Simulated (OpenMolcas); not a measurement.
## Single-point calculation, with input and output: SOF2 (part 1 of 2)

- system: SOF2, multiplicity 3
- method: r2SCAN/aug-cc-pVDZ, UKS (OpenMolcas 26.06)

The geometry is that of the parent species in another charge or spin state. The geometry comes from this level: PBE0-D4/def2-TZVP.

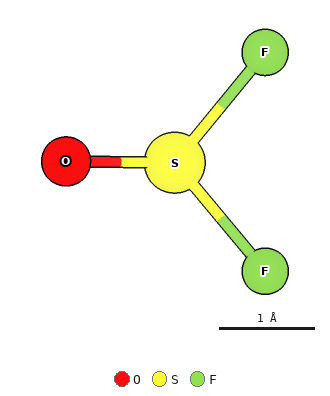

Figure 1. The structure as given in the input (ball-and-stick view, seen on its broad side).

**Results in brief**

| quantity | value |
| --- | --- |
| outcome | converged |
| total energy | −672.760810 hartree |
| basis functions | 96 |
| ⟨S²⟩ | 2.009 |
| dipole moment | 0.97 debye |
| hardware | 1 thread of Intel Xeon (Granite Rapids), 96 GiB of memory available, shared host |
| wall time | 49 s |
| peak memory | 0.53 GiB |

**Input**
```
&GATEWAY
BASLIB=$CurrDir
COORD
4
angstrom
O        0.932400       0.066600      -1.017800
S       -0.151300      -0.426200      -0.245700
F       -1.124400       0.804200       0.000400
F        0.343300      -0.444600       1.263100
BASIS=aug-cc-pVDZ
GROUP=NoSym
&SEWARD
GRIDINPUT
Grid=UltraFine
End of Grid
&SCF
UHF
SPIN=3
KSDFT=2
1.0 MGGA_X_R2SCAN
1.0 MGGA_C_R2SCAN
THRESHOLDS=1e-10 1e-07 1e-07 1e-05
PRORBITALS=1 1
```

Command:
```bash
export MOLCAS_MEM=1860
pymolcas test.input > test.log
```

**Output**
```
--- Start Module: gateway ---

                                              &GATEWAY

                       available to each process: 1.9 GB of memory, 1 thread

 Basis Set     1 Label: O.AUG-CC-PVDZ
 Basis set is read from library:.
 basistype.tbl is not found

 Basis Set     2 Label: S.AUG-CC-PVDZ
 Basis set is read from library:.
 basistype.tbl is not found

 Basis Set     3 Label: F.AUG-CC-PVDZ
 Basis set is read from library:.
 basistype.tbl is not found

++    Symmetry information:
      ---------------------

                    Character Table for C1

                             E
                    a        1  x, y, xy, Rz, z, xz, Ry, yz, Rx, I
--

++    Basis set information:
      ----------------------

      Basis set label: O.AUG-CC-PVDZ.........

      Electronic valence basis set:
      ------------------
      Associated Effective Charge   8.000000 au
      Associated Actual Charge      8.000000 au
      Nuclear Model: Point charge

      Shell  nPrim  nBasis  Cartesian Spherical Contaminant
         s      10       4        X
         p       5       3        X
         d       2       2                 X

      Basis set label: S.AUG-CC-PVDZ.........

      Electronic valence basis set:
      ------------------
      Associated Effective Charge  16.000000 au
      Associated Actual Charge     16.000000 au
      Nuclear Model: Point charge

      Shell  nPrim  nBasis  Cartesian Spherical Contaminant
         s      13       5        X
         p       9       4        X
         d       2       2                 X

      Basis set label: F.AUG-CC-PVDZ.........

      Electronic valence basis set:
      ------------------
      Associated Effective Charge   9.000000 au
      Associated Actual Charge      9.000000 au
      Nuclear Model: Point charge

      Shell  nPrim  nBasis  Cartesian Spherical Contaminant
         s      10       4        X
         p       5       3        X
         d       2       2                 X
--

++    Molecular structure info:
      -------------------------

                    ************************************************
                    **** Cartesian Coordinates / bohr, angstrom ****
                    ************************************************

     Center  Label                x              y              z                     x              y              z
        1      O1               1.761981       0.125856      -1.923363              0.932400       0.066600      -1.017800
        2      S2              -0.285916      -0.805401      -0.464306             -0.151300      -0.426200      -0.245700
        3      F3              -2.124808       1.519718       0.000756             -1.124400       0.804200       0.000400
        4      F4               0.648743      -0.840172       2.386913              0.343300      -0.444600       1.263100

                    ***************************************
                    *    InterNuclear Distances / bohr    *
                    ***************************************

               1 O1            2 S2            3 F3            4 F4
    1 O1       0.000000
    2 S2       2.681411        0.000000
    3 F3       4.555460        3.000664        0.000000
    4 F4       4.555325        3.000707        4.353781        0.000000

                    *******************************************
                    *    InterNuclear Distances / angstrom    *
                    *******************************************

               1 O1            2 S2            3 F3            4 F4
    1 O1       0.000000
    2 S2       1.418942        0.000000
    3 F3       2.410645        1.587883        0.000000
    4 F4       2.410574        1.587906        2.303922        0.000000
--

            Nuclear Potential Energy            193.92951709 au

--- Stop Module: gateway /rc=_RC_ALL_IS_WELL_ ---

--- Start Module: seward ---

                                              &SEWARD

                       available to each process: 1.9 GB of memory, 1 thread

               SEWARD will generate:
                  Multipole Moment integrals up to order  2
                  Kinetic Energy integrals
                  Nuclear Attraction integrals (point charge)
                  One-Electron Hamiltonian integrals
                  Velocity integrals
                  Orbital angular momentum around ( -0.1047  -0.1259  -0.0029 )
                  Velocity quadrupole around ( -0.1047  -0.1259  -0.0029 )
                  Two-Electron Repulsion integrals

                   Integrals are discarded if absolute value <: 1.00E-14
                   Integral cutoff threshold is set to       <: 1.00E-16

            Nuclear Potential Energy            193.92951709 au

      Basis set specifications :
      Symmetry species         a
      Basis functions           96

--- Stop Module: seward /rc=_RC_ALL_IS_WELL_ ---
--- Module seward spent 2 seconds ---

--- Start Module: scf ---

                                                &SCF

                       available to each process: 1.9 GB of memory, 1 thread

++    Input section:
      --------------

      Header of the integral files:

      Cartesian coordinates in angstrom:
      -----------------------------------------------------
      No.  Label        X            Y            Z
      -----------------------------------------------------
       1   O1         0.93240000   0.06660000  -1.01780000
       2   S2        -0.15130000  -0.42620000  -0.24570000
       3   F3        -1.12440000   0.80420000   0.00040000
       4   F4         0.34330000  -0.44460000   1.26310000
      -----------------------------------------------------
      Nuclear repulsion energy =  193.92951709
--

++    Orbital specifications:
      -----------------------

      Symmetry species               1
                                     a
      Frozen orbitals                0
      Start temperature = 0.500
      End temperature   = 0.010
      Temperature Factor= 0.460
      Deleted orbitals               0
      Total number of orbitals      96
      Number of basis functions     96
--

      Molecular charge                           0.000

      Numerical integration parameters
      --------------------------------
      Radial quadrature type:                         MHL
      Size of radial grid:                            99
      Lebedev angular grid:                           41
      Angular grid pruned with the crowding factor:  1.00E+10
                                 and fading factor:  1.00E+01
      Screening threshold for integral computation:   1.00E-11
      Radial quadrature accuracy:                     1.00E-25
      Maximum batch size:                             128
      AO values are stored on disk
      The same grid will be used for all iterations.

      DFT functional specifications
      -----------------------------
      Using Libxc version: 6.2.2
      Please cite the following reference:
      S. Lehtola, C. Steigemann, M. J.T. Oliveira, and M. A.L. Marques.,  SoftwareX 7, 1–5 (2018) doi:10.1016/j.softx.2017.11.002

++    Optimization specifications:
      ----------------------------

      SCF Algorithm: Conventional USCF
      D(i)-D(i-1) density differences are used
      Number of density matrices in core                 5
      Maximum number of NDDO SCF iterations            400
      Maximum number of HF SCF iterations              400
      Threshold for SCF energy change             1.00E-10
      Threshold for density matrix                1.00E-07
      Threshold for Fock matrix                   1.00E-07
      Threshold for linear dependence             1.00E-09
      Threshold at which DIIS is turned on        1.50E-01
      Maximum depth in the DIIS procedure                5
      Maximum depth in the BFGS Hessian update          30
      Threshold at which QNR/C2DIIS is turned on  7.50E-02
      Threshold for Norm(delta) (QNR/C2DIIS)      1.00E-05
      All orbitals punched on: UHFORB
--

      Input vectors read from INPORB
      Orbital file label: *Guess orbitals

++ Convergence information
                               UHF [...]      iterations: Energy and convergence statistics

Iter     Tot. [...]      One-elec.       Two-elec.     Energy      Max Dij or  Max Fij      DNorm      TNorm      AccCon     Time
         Energy          Energy          Energy        Change      Delta Norm                                                in Sec.
   1  -670.443246628 -1369.104270603   504.731506888   0.00E+00    3.05E-01*   8.14E-01*    1.13E+01   2.16E+02   None         2.
   2  -667.091689815 -1330.598152610   469.576945708   3.35E+00*   3.05E-01*   1.01E-13     4.21E+01   2.09E+02   EDIIS        2.
   3  -670.465091682 -1359.142503898   494.747895129  -3.37E+00*   2.41E-01*   2.41E-01*    1.28E+01   2.14E+02   EDIIS        2.
   4  -671.100795646 -1370.653816467   505.623503734  -6.36E-01*   2.56E-01*   2.37E-01*    7.58E+00   2.17E+02   EDIIS        2.
   5  -672.328096125 -1374.233878775   507.976265563  -1.23E+00*   2.78E-01*   9.19E-02*    5.74E+00   2.17E+02   EDIIS        2.
   6  -672.529825161 -1366.437292503   499.977950255  -2.02E-01*   1.74E-01*   7.49E-02*    2.70E+00   2.16E+02   EDIIS        2.
   7  -672.745914573 -1371.506451116   504.831019456  -2.16E-01*   3.22E-01*   4.11E-02*    1.42E+00   2.17E+02   EDIIS        2.
   8  -672.711047935 -1369.254691335   502.614126313   3.49E-02*   2.63E-02*   2.36E-02*    9.95E-01   2.17E+02   EDIIS        2.
   9  -672.758926497 -1370.021433083   503.332989500  -4.79E-02*   4.05E-02*   9.70E-03*    2.77E-01   2.17E+02   EDIIS        2.
  10  -672.757986437 -1370.902807097   504.215303573   9.40E-04*   8.53E-03*   5.38E-03*    2.51E-01   2.17E+02   EDIIS        2.

       Fermi aufbau procedure completed!
      nOcc(alpha)=   22
      nOcc(beta) =   20

  11  -672.760770778 -1370.575777409   503.885489545  -2.78E-03*   1.54E-02*   1.20E-03*    6.23E-02   2.17E+02   c2DIIS       2.
  12  -672.760706570 -1370.437594102   503.747370445   6.42E-05*   7.76E-02*   3.02E-03*    5.89E-02   2.17E+02   QNRc2DIIS    2.
  13  -672.759877631 -1370.549253681   503.859858964   8.29E-04*   6.07E-02*   9.75E-03*    1.36E-01   2.17E+02   QNRc2DIIS    2.
  14  -672.760803030 -1370.502431560   503.812111442  -9.25E-04*   4.42E-03*   6.38E-04*    1.01E-01   2.17E+02   QNRc2DIIS    2.
  15  -672.760809327 -1370.495175378   503.804848964  -6.30E-06*   9.22E-04*   1.09E-04*    1.10E-02   2.17E+02   QNRc2DIIS    2.
  16  -672.760809573 -1370.485142114   503.794815454  -2.46E-07*   2.56E-04*   2.12E-05*    2.38E-03   2.17E+02   QNRc2DIIS    2.
  17  -672.760809588 -1370.487484242   503.797157567  -1.47E-08*   1.09E-04*   5.01E-06*    7.53E-04   2.17E+02   QNRc2DIIS    2.
  18  -672.760809588 -1370.487438234   503.797111559   6.24E-11*   6.81E-05*   7.64E-06*    2.28E-04   2.17E+02   QNRc2DIIS    2.
  19  -672.760809589 -1370.487245999   503.796919323  -8.40E-10*   2.45E-05*   2.83E-06*    1.44E-04   2.17E+02   QNRc2DIIS    2.
  20  -672.760809589 -1370.487308479   503.796981804  -1.27E-10*   5.49E-06    6.77E-07*    6.24E-05   2.17E+02   QNRc2DIIS    2.
  21  -672.760809589 -1370.487301139   503.796974463  -7.39E-12    1.18E-06    6.99E-08     1.24E-05   2.17E+02   QNRc2DIIS    2.

       Convergence after  21 Iterations
--
```
